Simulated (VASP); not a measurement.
Band structure of AlPd$_{3}$ (space group Pm-3m). These are LDA (Ceperley-Alder, Perdew-Zunger), VASP's LDA PAW potentials (set 64) (plane waves; VASP 6.6.1) values and carry that method's errors.

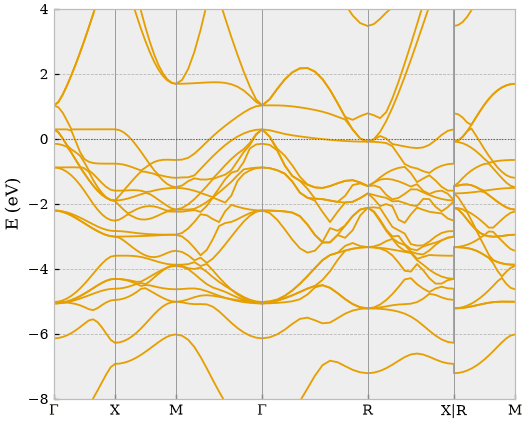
Bands along high-symmetry lines, zero at the valence-band maximum or, without a gap, the Fermi level

Problem. Read the plot: is there a gap, and where are the band edges?

Solution. It has no gap at this level: it comes out as a metal or semimetal. (Edges off the drawn lines would not show.)

The structure comes from a computed database's AlPd3 entry (Pm-3m); how it stands against other phases isn't given here. It was relaxed first. The electron count is odd and the run is not spin-polarised, which forces a metal.
